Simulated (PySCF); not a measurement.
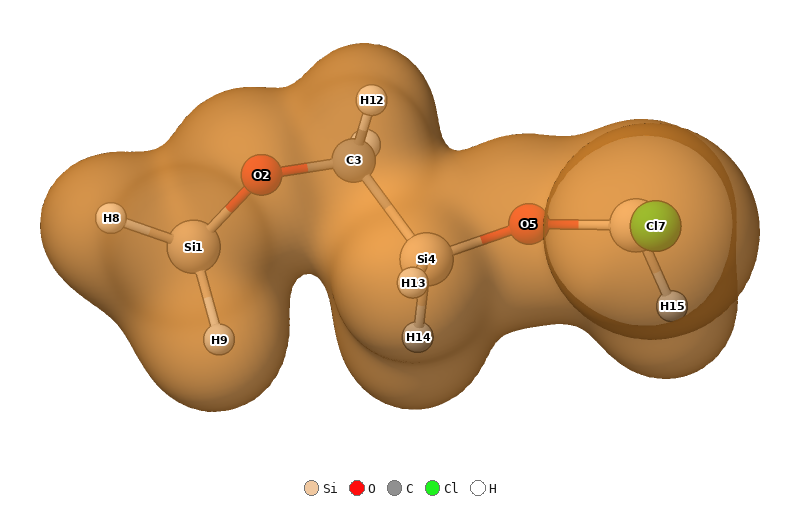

*CH₈ClO₂Si₃ (SMILES [SiH3]OC[SiH2]O[SiH]Cl) (doublet). Isosurface of the total electron density at 0.05 e/Å³ (orange), seen at a tilt.*

Geometry: GFN2-xTB.

Level of theory: UKS B3LYP, pcH-1 on C Cl H O Si, non-relativistic, mean-field spin-orbit, GIAO (PySCF 2.14.0, density-fitted response routines).

```json
{"atom": "Si", "x (Å)": "-2.9381", "y (Å)": "0.0395", "z (Å)": "-0.3308"}
{"atom": "O", "x (Å)": "-1.6208", "y (Å)": "-0.0080", "z (Å)": "-1.2581"}
{"atom": "C", "x (Å)": "-0.3864", "y (Å)": "-0.6457", "z (Å)": "-1.0600"}
{"atom": "Si", "x (Å)": "0.5866", "y (Å)": "0.0370", "z (Å)": "0.4266"}
{"atom": "O", "x (Å)": "2.0118", "y (Å)": "-0.7448", "z (Å)": "0.3694"}
{"atom": "Si", "x (Å)": "3.5898", "y (Å)": "-0.9022", "z (Å)": "0.6984"}
{"atom": "Cl", "x (Å)": "4.5302", "y (Å)": "0.8133", "z (Å)": "0.2281"}
{"atom": "H", "x (Å)": "-3.8017", "y (Å)": "0.8113", "z (Å)": "-1.2093"}
{"atom": "H", "x (Å)": "-2.6792", "y (Å)": "0.6968", "z (Å)": "0.9549"}
{"atom": "H", "x (Å)": "-3.4489", "y (Å)": "-1.3067", "z (Å)": "-0.0493"}
{"atom": "H", "x (Å)": "-0.5509", "y (Å)": "-1.7246", "z (Å)": "-0.9441"}
{"atom": "H", "x (Å)": "0.1846", "y (Å)": "-0.5118", "z (Å)": "-1.9860"}
{"atom": "H", "x (Å)": "0.8172", "y (Å)": "1.4745", "z (Å)": "0.3085"}
{"atom": "H", "x (Å)": "-0.0039", "y (Å)": "-0.3324", "z (Å)": "1.7120"}
{"atom": "H", "x (Å)": "3.7052", "y (Å)": "-1.1938", "z (Å)": "2.1178"}
```

**Which contacts does the surface bridge?**

At this value the surface is in one piece. It bridges the sampled C–O (1.40 Å), Si–O (1.61 Å), C–Si (1.90 Å) and Si–Cl (2.01 Å) contacts, where the density stays above the isovalue. On the grid the lowest density along these lines, outside the cores, is 1.5 e/Å³ (C–O, 1.40 Å), 0.93 e/Å³ (Si–O, 1.61 Å), 0.77 e/Å³ (C–Si, 1.90 Å) and 0.69 e/Å³ (Si–Cl, 2.01 Å).
